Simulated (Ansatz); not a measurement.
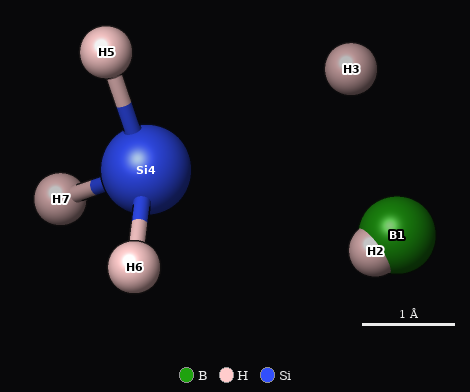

The structure (ball-and-stick view, seen at a tilt; atoms are numbered from 1 in the order of the input).

## Single-point calculation of BSiH5

BSiH5 (BH2(SiH3)), computed with RHF/def2-mTZVPP (Ansatz 0.2.0).

Some settings of this run were made unusual or wrong on purpose. The geometry comes from this level: B3LYP-D4/def2-TZVP.

**Input**
```yaml
crystal:
  periodic: [false, false, false]
  atoms:
    - {symbol: B, position_ang: [1.787463, 1.369746, 0.057570]}
    - {symbol: H, position_ang: [1.787463, 1.069746, 0.007570]}
    - {symbol: H, position_ang: [0.023099, 2.081113, -0.069450]}
    - {symbol: Si, position_ang: [-0.405090, -0.702889, 0.048339]}
    - {symbol: H, position_ang: [-1.757265, -0.594832, 0.650305]}
    - {symbol: H, position_ang: [0.331091, -1.794347, 0.733235]}
    - {symbol: H, position_ang: [-0.575883, -1.098755, -1.379241]}
basis:
  gaussian: {orbitals: def2-mTZVPP}
hamiltonian: {xc: {name: HF}}
scf: {omitted_lower_state_checks: [starts]}
```

Hardware: 4 threads of Arm Neoverse V2, 23 GiB of memory available, shared host.

Launched with:
```bash
ansatz run in.yaml --threads 4 --pin off --events-out ev --progress --plain --max-ram 3916MiB
```

**Output**
```
Functional definition: HF
  name "HF"
  cite "Fock, Z. Phys. 61, 126 (1930) doi:10.1007/BF01340294"
  parent pbe
  exchange = exact_x
  correlation = 0
these checks for a lower state are left out or cut short: starts
820 factors; their error is unknown
mean field evaluation 1: about -8518.9075 eV, gradient 2.1e1 eV
mean field evaluation 2: about -8520.3181 eV, gradient 1.1e1 eV
mean field evaluation 4: about -8520.9279 eV, gradient 7.7e-1 eV
mean field evaluation 8: about -8520.9401 eV, gradient 3.9e-2 eV
mean field -8521.21209870 eV, -313.1487687423 hartree, gradient 2.4e-5 eV, S^2 0.000000; 0 other end points of the search recorded, 0 dependent functions left out
reference -8521.21209870 eV, -313.1487687423 hartree; 12, 12 occupied and 59, 59 virtual orbitals, 820 factors
Total energy: -8521.21209870 eV, -313.1487687423 hartree
Checks for a lower state left out: starts
```

**What the run reported**

```csv
quantity,value
outcome,converged
total energy,−8521.2121 eV
SCF solution under orbital rotations,stable
peak memory,0.12 GiB
```

**What went wrong**

This input holds a deliberate fault: two atoms are placed far too close. The program still converged, but the numbers can't be taken as results for the intended system.
